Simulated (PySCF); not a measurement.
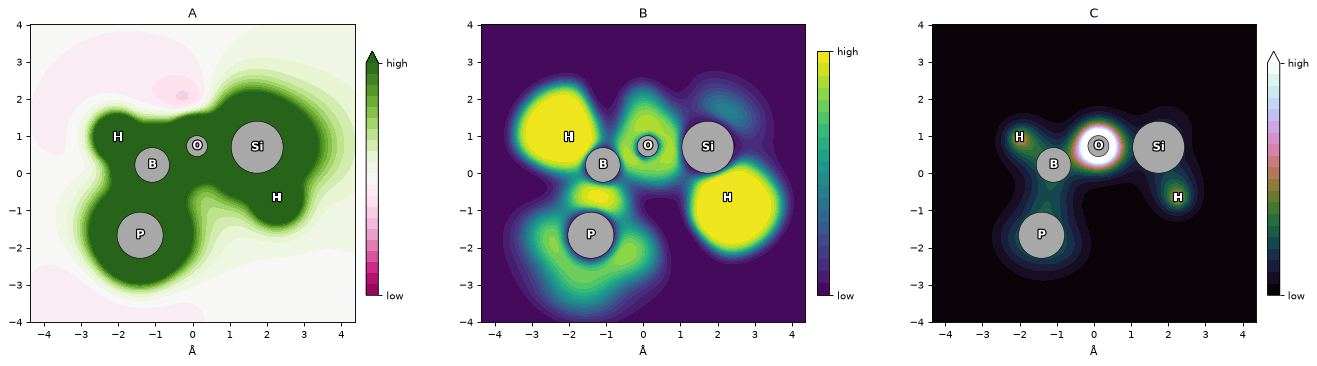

BH₆OPSi (SMILES [SiH3]OBP): 3 fields on the plane of atoms O2, Si1 and H5, with unlabelled colour scales. Grey discs cover the atomic cores.

Geometry: GFN2-xTB.

All numbers below come from PBE0/pcSseg-1, SCF density, gas phase, non-relativistic in PySCF 2.14.0.

The calculation's input:

```
{"job": {"kind": "nmr", "xc": "PBE0", "basis": "pcSseg-1"}, "charge": 0, "multiplicity": 1}
Si    -1.556300     0.849429    -0.412279
O     -0.590303    -0.022590     0.551998
B      0.536436    -0.550260     0.955728
P      2.192444    -0.288261     0.020000
H     -0.825019     1.409652    -1.553115
H     -2.554546    -0.125289    -0.845806
H     -2.064906     1.895617     0.469541
H      0.555047    -1.152195     1.970301
H      1.698191    -0.410996    -1.264741
H      2.617838    -1.600452     0.085844
```

Run with:

```sh
OMP_NUM_THREADS=1 python probes_run.py task.json out
```

Question: The panels show electron density, electron localisation function and electrostatic potential in some order. Assign them.

Answer: Panel A: electrostatic potential (strongly positive close to the atoms, with negative regions outside electron-rich atoms). Panel B: electron localisation function. Panel C: electron density. From the grid: B–O (1.31 Å): ρ at the midpoint is about 2.3 e/Å³; the ELF peaks at about 0.90 between the atoms, as expected for a short, strongly polar bond. Si–O (1.62 Å): ρ is about 1.1 e/Å³ halfway; the ELF peaks at about 0.85 between the atoms: a short, strongly polar bond.
